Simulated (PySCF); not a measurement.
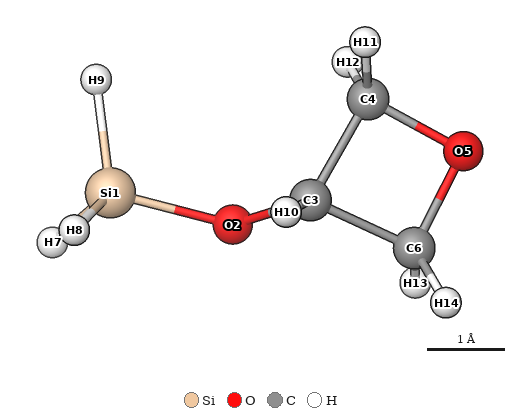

Fig. 1: The input geometry of run A (ball-and-stick view, seen on its broad side; atoms are numbered from 1 in the order of the input).

## What a change does: NMR shielding calculation on C3H8O2Si

System: C3H8O2Si, SMILES [SiH3]OC1COC1.
Method of run A: GIAO HF/pcSseg-1 NMR shielding, non-relativistic, gas phase (PySCF 2.14.0).

The geometry comes from this level: PBE0-D3(BJ)/def2-SVP. Text and figures count atoms from 1; the logs count them from 0 in places.

## The input, run A
```
{"job": {"kind": "nmr", "xc": "HF", "basis": "pcSseg-1", "pop": false}, "charge": 0, "multiplicity": 1}
Si     2.304484     0.075482     0.411880
O      0.805350     0.166400    -0.318513
C     -0.388832     0.340338     0.374350
C     -1.153658    -0.915482     0.822621
O     -2.325523    -0.486374     0.138918
C     -1.620372     0.572592    -0.502394
H      3.306294     0.034415    -0.685006
H      2.522118     1.273107     1.282534
H      2.420115    -1.153196     1.257723
H     -0.282640     1.090540     1.180211
H     -1.320443    -1.056119     1.904339
H     -0.720967    -1.840280     0.396585
H     -1.403877     0.365272    -1.566395
H     -2.137182     1.542860    -0.414189
```

The first line tells a small driver script what to run in PySCF; the rest is the geometry in Å.

Launched with:
```bash
OMP_NUM_THREADS=1 python <driver script> task.json out
```

Hardware: 1 CPU thread, shared host.

## Output (run A)
```
final grid: 110944 points
cycle   1  E = -556.6944827878  dE =  1.109e+00  |g| = 7.756e-01  |ddm| = 3.184e+00
cycle   2  E = -556.7975703395  dE = -1.031e-01  |g| = 4.716e-01  |ddm| = 7.383e-01
cycle   3  E = -556.8366011240  dE = -3.903e-02  |g| = 7.043e-02  |ddm| = 3.057e-01
cycle   4  E = -556.8381530211  dE = -1.552e-03  |g| = 1.484e-02  |ddm| = 8.821e-02
cycle   5  E = -556.8382239056  dE = -7.088e-05  |g| = 4.080e-03  |ddm| = 2.311e-02
cycle   6  E = -556.8382296212  dE = -5.716e-06  |g| = 1.196e-03  |ddm| = 6.405e-03
cycle   7  E = -556.8382302636  dE = -6.424e-07  |g| = 4.211e-04  |ddm| = 2.309e-03
cycle   8  E = -556.8382303326  dE = -6.900e-08  |g| = 1.498e-04  |ddm| = 7.464e-04
cycle   9  E = -556.8382303402  dE = -7.559e-09  |g| = 3.607e-05  |ddm| = 1.856e-04
cycle  10  E = -556.8382303407  dE = -5.437e-10  |g| = 6.899e-06  |ddm| = 6.422e-05
converged SCF energy = -556.8382303407

GIAO shielding tensors (ppm)
atom      isotropic    diamagn.    paramagn.     s11        s22        s33       span
  0 Si     431.709     874.974    -443.265    392.343    407.580    495.204    102.861
  1 O      316.619     399.709     -83.090    296.693    321.268    331.896     35.203
  2 C      127.789     238.194    -110.405    103.696    123.544    156.127     52.431
  3 C      117.155     246.902    -129.747     89.205    104.824    157.435     68.230
  4 O      358.495     398.313     -39.818    294.730    375.382    405.373    110.643
  5 C      116.737     245.502    -128.764     87.235    104.004    158.973     71.739
  6 H       27.357      28.661      -1.304     24.069     25.435     32.566      8.497
  7 H       27.505      28.808      -1.302     24.370     25.841     32.305      7.934
  8 H       27.530      29.017      -1.487     24.209     26.191     32.189      7.980
  9 H       27.559      30.245      -2.686     22.866     27.792     32.018      9.152
 10 H       27.354      29.732      -2.378     24.125     26.485     31.452      7.327
 11 H       27.295      30.261      -2.965     24.059     27.401     30.426      6.366
 12 H       27.195      29.462      -2.267     24.245     26.837     30.503      6.259
 13 H       27.280      29.007      -1.727     24.264     25.930     31.646      7.382
```

For run B the input was changed thus:
```diff
-"xc": "HF"
+"xc": "PBE"
```

How does run B compare with run A?

The total energies belong to different methods, so their difference says nothing on which is more stable or more accurate. The HOMO goes from −11.32 to −5.68 eV. The LUMO goes from 3.46 to −0.66 eV. The dipole moment goes from 2.29 to 1.84 D. Of all shieldings, the largest change is that of Si1, by −62.3 ppm. The method changes from HF to PBE. Exact exchange removes part of the self-interaction error of semilocal functionals, which pushes filled and empty levels apart. The SCF takes 15 iterations against 10.

## Output (run B)
```
coarse grid: 12016 points
cycle   1  E = -558.3106549827  dE =  6.606e-01  |g| = 9.114e-01  |ddm| = 3.301e+00
cycle   2  E = -557.6588258863  dE =  6.518e-01  |g| = 2.024e+00  |ddm| = 3.131e+00
cycle   3  E = -558.4532993386  dE = -7.945e-01  |g| = 1.889e-01  |ddm| = 2.598e+00
cycle   4  E = -558.4579512010  dE = -4.652e-03  |g| = 1.314e-01  |ddm| = 2.911e-01
cycle   5  E = -558.4612299713  dE = -3.279e-03  |g| = 3.328e-02  |ddm| = 1.325e-01
cycle   6  E = -558.4613852268  dE = -1.553e-04  |g| = 1.489e-02  |ddm| = 2.810e-02
cycle   7  E = -558.4614321060  dE = -4.688e-05  |g| = 1.371e-03  |ddm| = 1.073e-02
cycle   8  E = -558.4614324987  dE = -3.927e-07  |g| = 3.153e-04  |ddm| = 1.662e-03
final grid: 110944 points
cycle   9  E = -558.5384496383  dE =  1.697e-05  |g| = 2.160e-02  |ddm| = 2.886e-02
cycle  10  E = -558.5381720350  dE =  2.776e-04  |g| = 4.493e-02  |ddm| = 4.022e-02
cycle  11  E = -558.5385310557  dE = -3.590e-04  |g| = 2.627e-03  |ddm| = 2.969e-02
cycle  12  E = -558.5385326585  dE = -1.603e-06  |g| = 5.098e-04  |ddm| = 3.063e-03
cycle  13  E = -558.5385327065  dE = -4.805e-08  |g| = 1.935e-04  |ddm| = 5.279e-04
cycle  14  E = -558.5385327128  dE = -6.264e-09  |g| = 5.636e-05  |ddm| = 1.895e-04
cycle  15  E = -558.5385327134  dE = -5.795e-10  |g| = 1.022e-05  |ddm| = 5.652e-05
converged SCF energy = -558.5385327134

GIAO shielding tensors (ppm)
atom      isotropic    diamagn.    paramagn.     s11        s22        s33       span
  0 Si     369.452     879.827    -510.375    312.487    334.120    461.750    149.262
  1 O      276.084     396.315    -120.231    232.330    295.183    300.739     68.410
  2 C      106.763     241.508    -134.745     77.911     99.421    142.957     65.047
  3 C       94.675     249.749    -155.074     68.532     74.982    140.511     71.979
  4 O      329.646     395.766     -66.120    265.546    347.190    376.201    110.656
  5 C       94.644     248.854    -154.209     66.605     74.404    142.924     76.320
  6 H       26.288      28.461      -2.173     23.186     24.603     31.074      7.887
  7 H       26.301      28.525      -2.224     23.411     24.538     30.954      7.543
  8 H       26.250      28.795      -2.544     22.959     24.826     30.966      8.007
  9 H       26.490      30.178      -3.688     22.364     26.017     31.090      8.726
 10 H       26.355      29.613      -3.258     23.619     25.653     29.794      6.175
 11 H       26.432      30.372      -3.940     23.205     26.534     29.556      6.351
 12 H       26.421      29.682      -3.261     23.554     26.294     29.416      5.862
 13 H       26.352      28.875      -2.523     23.868     25.169     30.018      6.149
```

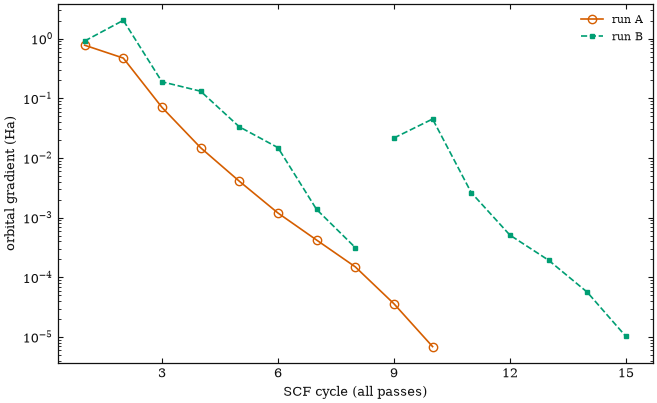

Fig. 2: Convergence of the two runs: orbital gradient against the SCF cycle. A break in a curve parts two SCF passes (coarse and final grid). Run A takes 10 cycles in all, and run B takes 15.

## The two runs side by side

| quantity | run A | run B |
| --- | --- | --- |
| outcome | converged | converged |
| total energy (hartree) | −556.838230 | −558.538533 |
| HOMO (eV) | −11.32 | −5.68 |
| LUMO (eV) | 3.46 | −0.66 |
| dipole moment (D) | 2.29 | 1.84 |
| shielding of Si1 (ppm) | 431.7 | 369.5 |
| shielding of O2 (ppm) | 316.6 | 276.1 |
| shielding of C3 (ppm) | 127.8 | 106.8 |
| shielding of C4 (ppm) | 117.2 | 94.7 |
| shielding of O5 (ppm) | 358.5 | 329.6 |
| shielding of C6 (ppm) | 116.7 | 94.6 |
| shielding of H9 (ppm) | 27.5 | 26.3 |
| SCF iterations | 10 | 15 |
| basis functions | 149 | 149 |
| wall time (shared host) | 12 s | 33 s |
